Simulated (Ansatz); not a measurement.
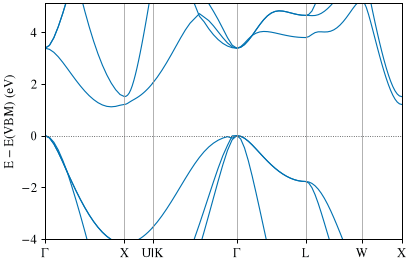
Fig. 1. Band structure from PBEsol (plane waves, PAW; program Ansatz)

Problem. Read off the gap and where the band edges lie.

Solution. About 1.1 eV (1.11 eV by a search for the band edges); maximum at Γ, minimum on the Γ–X line, 83 % of the way from Γ.

The material is BP (zinc blende, F-43m).

The PBEsol relaxation kept the symmetry of its start.

Potentials: the later of the program's two PAW sets.
